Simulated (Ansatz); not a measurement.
```yaml
crystal:
  lattice:
    - [2.50346, 0.00000, 0.00000]
    - [-1.25173, 2.16806, 0.00000]
    - [0.00000, 0.00000, 12.41150]
  atoms:
    - { symbol: Cu, position: [0.33333, 0.66667, 0.08600] }
    - { symbol: Cu, position: [0.66667, 0.33333, 0.91400] }
    - { symbol: Ni, position: [0.33333, 0.66667, 0.74522] }
    - { symbol: Ni, position: [0.33333, 0.66667, 0.41819] }
    - { symbol: Ni, position: [0.66667, 0.33333, 0.25478] }
    - { symbol: Ni, position: [0.66667, 0.33333, 0.58181] }
```

Space group P-3m1; a structure generated by program, which may or may not match a known phase; computed pressure about −9 GPa in this cell; spin-polarised.

Computed with DFT PBEsol, scalar-relativistic, plane waves, PAW in Ansatz.

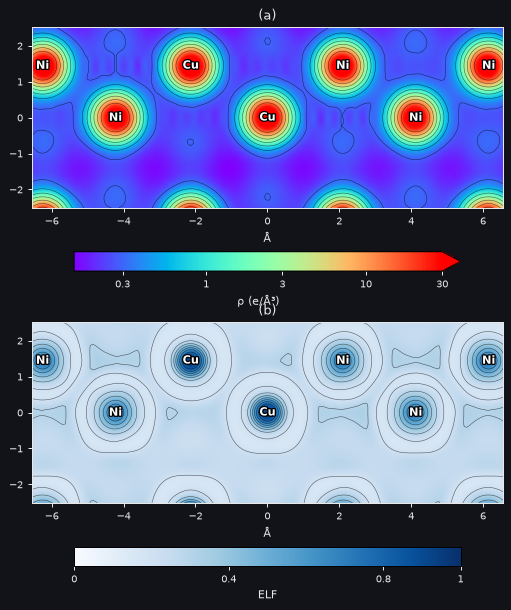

CuNi2. (a) valence electron density; (b) electron localisation function on the (110) plane of the conventional cell.

The density is the valence pseudo-density of a PAW calculation; it isn't the true density close to the nuclei.

Question: Interpret the plot.

Answer:
- The section cuts through Cu and Ni sites.
- Ni–Ni (2.49 Å): the density is about 0.32 e/Å³ at the midpoint; the ELF is about 0.25 at the midpoint; no localised pair shows between them.
- Cu–Ni (2.55 Å): ρ at the midpoint is about 0.28 e/Å³; the ELF is about 0.25 at the midpoint: no shared electron pair shows on this line.
- Cu–Cu (2.58 Å): the density is about 0.26 e/Å³ at the midpoint; the ELF is about 0.20 at the midpoint; no localised pair shows between them.
- Between the atoms the lowest density in this plane is 0.15 e/Å³.
- The features right at Cu and Ni lie inside the PAW spheres, where the map follows smoothed inner orbitals and isn't to be read closely.
